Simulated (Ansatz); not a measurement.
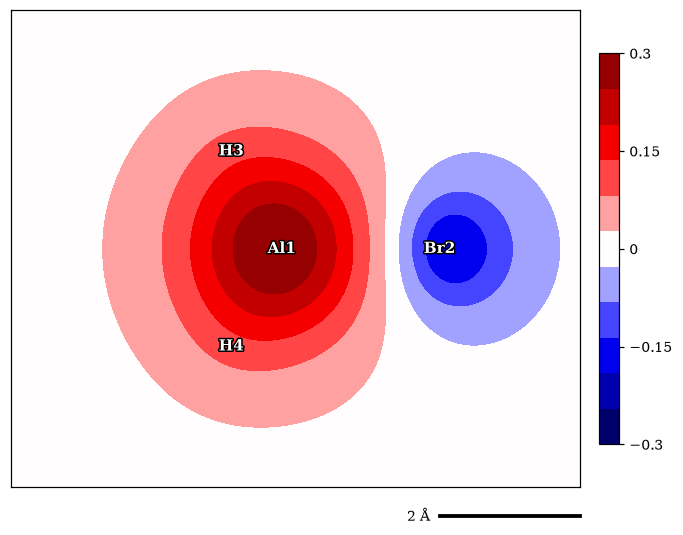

Figure. AlBrH₂ (SMILES [AlH2][Br]). The LUMO on a plane 0.8 Å above the molecular plane (values in Å⁻³ᐟ²; the overall sign is arbitrary).

Geometry: PBE0-D4/def2-TZVP.

The calculation used RKS PBE0-D4/def2-TZVPP in Ansatz 0.2.0.

Input

```
crystal:
  periodic: [false, false, false]
  atoms:
    - {symbol: Al, position_ang: [-0.148307, -0.064707, -0.110329]}
    - {symbol: Br, position_ang: [1.684920, 0.496611, 1.079655]}
    - {symbol: H, position_ang: [-0.561559, -1.584842, -0.139186]}
    - {symbol: H, position_ang: [-0.919653, 1.092738, -0.850440]}
basis:
  gaussian: {orbitals: def2-TZVPP}
hamiltonian: {xc: pbe0, dispersion: d4}
output: {orbitals: {seedname: orbitals}}
```

Command:

```sh
ansatz run in.yaml --threads 2 --pin off --events-out ev --progress --plain --max-ram 22528MiB --backend cpu
```

Question: What is the character of this orbital?

Answer: By Hirshfeld shares it lies mainly on Al1 (about 75 %) and Br2 (about 10 %); it changes sign across the molecular plane (π type). Its energy is −1.75 eV.
